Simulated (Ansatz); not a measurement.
# BH3S (SMILES BS) at 6 levels

Wanted: a comparison of 6 runs (HF/STO-3G, UHF/STO-3G, BHLYP/STO-3G, CAM-B3LYP/STO-3G, CCSD/STO-3G, UCCSD(T)/STO-3G) of BH3S. 

The calculation is run with Ansatz 0.2.0.

54 further runs of the same task are left out: 2 that didn't finish, 52 set aside as unsound or not needed.

**1. The molecule**

The species is BH3S (5 atoms), meant as a singlet with charge 0. As SMILES, `BS`. The S2–B1 distance was set to 3.529 Å, away from the relaxed value. At this shape a bond of the SMILES string is far longer than usual.

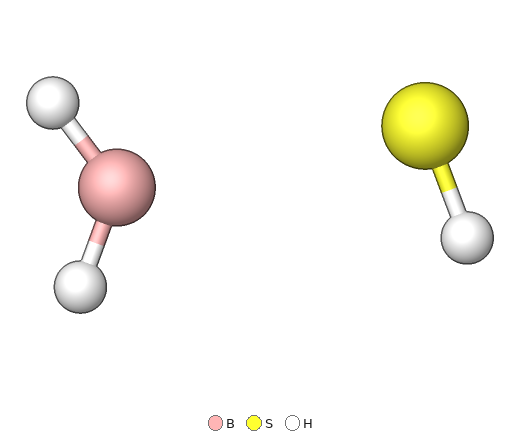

The structure, seen from a chosen angle (boron pink, sulfur yellow, hydrogen white).

**2. A single-point energy at HF/STO-3G (run 1)**

File run.yaml:

```yaml
crystal:
  periodic: [false, false, false]
  atoms:
    - {symbol: B, position_ang: [-0.945914, -2.078943, 0.330506]}
    - {symbol: S, position_ang: [0.161700, 1.236900, -0.154300]}
    - {symbol: H, position_ang: [-2.116714, -2.214343, 0.506606]}
    - {symbol: H, position_ang: [-0.186714, -2.995543, 0.316606]}
    - {symbol: H, position_ang: [1.476100, 1.004400, -0.313600]}
basis:
  gaussian: {orbitals: STO-3G}
hamiltonian: {xc: hf}
accuracy: high
```

On the command line:

```bash
$ ansatz run run.yaml --threads 1 --pin off --max-ram 2610MiB --events-out events.jsonl --progress --plain --runs-dir runs
```

Standard output:

```text
Warning: RAYON_NUM_THREADS=1 ignored (pool sized by the plan → 1); use --threads N
Functional definition: HF
  name "HF"
  exchange = exact_x
  correlation = 0
262 factors; integrals over basis functions are off by at most 3.1e-8 eV
mean field evaluation 1: about -11394.3577 eV, gradient 2.2e1 eV
mean field evaluation 2: about -11394.3546 eV, gradient 2.2e1 eV
mean field evaluation 4: about -11396.4658 eV, gradient 1.5e1 eV
mean field evaluation 8: about -11398.1408 eV, gradient 1.4e1 eV
mean field evaluation 16: about -11400.5193 eV, gradient 1.9e-8 eV
mean field -11400.51933278 eV, -418.9613579302 hartree, gradient 2.7e-8 eV, S^2 0.000000; 0 other end points of the search recorded, 0 dependent functions left out
reference -11400.51933278 eV, -418.9613579302 hartree; 12, 12 occupied and 5, 5 virtual orbitals, 262 factors
Total energy: -11400.51933278 eV, -418.9613579302 hartree
```

Wall time 0.08 s (1 thread of Arm Neoverse V1, shared host).

**3. A single-point energy at UHF/STO-3G (run 2)**

File input.yaml:

```yaml
crystal:
  periodic: [false, false, false]
  atoms:
    - {symbol: B, position_ang: [-0.945914, -2.078943, 0.330506]}
    - {symbol: S, position_ang: [0.161700, 1.236900, -0.154300]}
    - {symbol: H, position_ang: [-2.116714, -2.214343, 0.506606]}
    - {symbol: H, position_ang: [-0.186714, -2.995543, 0.316606]}
    - {symbol: H, position_ang: [1.476100, 1.004400, -0.313600]}
basis:
  gaussian:
    orbitals: STO-3G
magnetization:
  spin_polarized: true
hamiltonian:
  xc: hf
accuracy: high
```

On the command line:

```bash
$ ansatz run input.yaml --threads 1 --pin off --max-ram 2610MiB --events-out events.jsonl --progress --plain --runs-dir runs
```

Standard output:

```text
Warning: RAYON_NUM_THREADS=1 ignored (pool sized by the plan → 1); use --threads N
[... 4 set-up lines as earlier in the session ...]
262 factors; integrals over basis functions are off by at most 3.1e-8 eV
mean field evaluation 1: about -11394.3577 eV, gradient 1.5e1 eV
mean field evaluation 2: about -11394.3546 eV, gradient 1.5e1 eV
mean field evaluation 4: about -11396.4658 eV, gradient 1.1e1 eV
mean field evaluation 8: about -11398.1408 eV, gradient 9.6e0 eV
mean field evaluation 16: about -11404.8187 eV, gradient 1.4e0 eV
mean field evaluation 32: about -11404.8591 eV, gradient 2.7e-5 eV
mean field evaluation 64: about -11404.8039 eV, gradient 2.7e-2 eV
mean field evaluation 96: about -11396.2096 eV, gradient 3.4e0 eV
mean field -11404.85913407 eV, -419.1208426859 hartree, gradient 1.4e-8 eV, S^2 0.991696; 4 other end points of the search recorded, 0 dependent functions left out
reference -11404.85913407 eV, -419.1208426859 hartree; 12, 12 occupied and 5, 5 virtual orbitals, 262 factors
Total energy: -11404.85913407 eV, -419.1208426859 hartree
```

It took 0.22 s on 1 thread of Arm Neoverse V1, shared host.

Run 3 isn't shown in full; the table further down has it.

**4. A single-point energy at CAM-B3LYP/STO-3G (run 4)**

File job.yaml:

```yaml
crystal:
  periodic: [false, false, false]
  atoms:
    - {symbol: B, position_ang: [-0.945914, -2.078943, 0.330506]}
    - {symbol: S, position_ang: [0.161700, 1.236900, -0.154300]}
    - {symbol: H, position_ang: [-2.116714, -2.214343, 0.506606]}
    - {symbol: H, position_ang: [-0.186714, -2.995543, 0.316606]}
    - {symbol: H, position_ang: [1.476100, 1.004400, -0.313600]}
basis:
  gaussian: {orbitals: STO-3G}
accuracy: high
hamiltonian: {xc: {name: CAM-B3LYP}}
```

On the command line:

```bash
$ ansatz run job.yaml --threads 1 --pin off --max-ram 2610MiB --events-out events.jsonl --progress --plain --runs-dir runs
```

Standard output:

```text
Warning: RAYON_NUM_THREADS=1 ignored (pool sized by the plan → 1); use --threads N
Functional definition: CAM-B3LYP
  name "CAM-B3LYP"
  parameter alpha = 0.19
  parameter beta = 0.46
  parameter omega = 0.33/bohr
  parameter ac = 0.81
  exchange = (1 - alpha - beta)*b88_x + beta*b88_x_sr(omega) + alpha*exact_x + beta*exact_x_lr(omega)
  correlation = (1 - ac)*vwn5_c + ac*lyp_c
262 factors; integrals over basis functions are off by at most 3.1e-8 eV
148 factors; integrals over basis functions are off by at most 1.3e-9 eV
mean field evaluation 1: about -11416.0074 eV, gradient 2.1e1 eV
mean field evaluation 2: about -11326.6680 eV, gradient 6.7e1 eV
mean field evaluation 4: about -11418.3542 eV, gradient 1.8e1 eV
mean field evaluation 8: about -11418.8383 eV, gradient 1.7e1 eV
mean field evaluation 16: about -11423.0978 eV, gradient 3.2e-8 eV
mean field -11423.09784005 eV, -419.7911027679 hartree, gradient 3.2e-8 eV, S^2 0.000000; 2 other end points of the search recorded, 0 dependent functions left out
reference -11423.09785430 eV, -419.7911032916 hartree; 12, 12 occupied and 5, 5 virtual orbitals, 262 factors
Total energy: -11423.09785430 eV, -419.7911032916 hartree
```

Run time: 1.1 s. Hardware: 1 thread of Arm Neoverse V1, shared host.

Run 5 isn't shown in full; the table further down has it.

**5. The energy at UCCSD(T)/STO-3G (run 6)**

File in.yaml:

```yaml
crystal:
  periodic: [false, false, false]
  atoms:
    - {symbol: B, position_ang: [-0.945914, -2.078943, 0.330506]}
    - {symbol: S, position_ang: [0.161700, 1.236900, -0.154300]}
    - {symbol: H, position_ang: [-2.116714, -2.214343, 0.506606]}
    - {symbol: H, position_ang: [-0.186714, -2.995543, 0.316606]}
    - {symbol: H, position_ang: [1.476100, 1.004400, -0.313600]}
basis:
  gaussian: {orbitals: STO-3G}
accuracy: high
magnetization: {spin_polarized: true}
scf: {omitted_lower_state_checks: [cluster_reference, increment]}
correlation: {method: ccsd_t, frozen_orbitals: {B: 1, H: 0, S: 5}}
```

On the command line:

```bash
$ ansatz run in.yaml --threads 1 --pin off --max-ram 2610MiB --events-out events.jsonl --progress --plain --runs-dir runs
```

Standard output:

```text
Warning: RAYON_NUM_THREADS=1 ignored (pool sized by the plan → 1); use --threads N
[... 15 lines left out ...]
6 core orbitals not correlated: weight in the atoms' cores, before any rotation towards them, 1.000 or more for the frozen orbitals, at most 0.000 for the correlated occupied ones
[... 62 lines left out ...]
Total energy: -11406.50537351 eV, -419.1813408694 hartree
Checks for a lower state left out: cluster_reference, increment
```

It took 0.42 s on 1 thread of Arm Neoverse V1, shared host.

**6. All runs side by side**

| run | level | frozen core orbitals | energy (Eh) | wall time |
| --- | --- | --- | --- | --- |
| 1 | HF/STO-3G | – | -418.961358 | 0.08 s |
| 2 | UHF/STO-3G | – | -419.120843 | 0.22 s |
| 3 | BHLYP/STO-3G | – | -419.818946 | 0.97 s |
| 4 | CAM-B3LYP/STO-3G | – | -419.791103 | 1.1 s |
| 5 | CCSD/STO-3G | 6 | -419.179626 | 0.16 s |
| 6 | UCCSD(T)/STO-3G | 6 | -419.181341 | 0.42 s |

**7. Results**

| quantity | value |
| --- | --- |
| run 6: total energy | -419.18134 Eh |
| run 6: correlation energy (6 core orbitals frozen) | -60.5 mEh |
| run 6: (T) correction | -0.44 mEh |
| run 6: ⟨S²⟩ of the reference determinant | 0.992 |
| run 6: T1 diagnostic | 0.010 |

What this shows: Below the UHF energy at the same shape and in the same basis (STO-3G): CCSD -58.8 mEh; UCCSD(T) -60.5 mEh. Some of these start from another determinant than that one, so these aren't their correlation energies. Totals of different functionals can't be ranked against each other. In run 5 the T1 diagnostic is large, so a single reference may not serve. In run 5 the log says that unrestricted orbitals would lower the reference, so the values rest on an unstable closed-shell determinant (other closed-shell runs at this shape may share the fault). In runs 1, 2, 3, 4, 5, 6 the basis is minimal, so the values are rough. Spin contamination of the reference: run 2 ⟨S²⟩ = 0.99, run 6 ⟨S²⟩ = 0.99. Where it is this large, the reference is a mixture of spin states, and values that rest on it are in doubt. All runs together took 3 s, the longest 1.1 s.
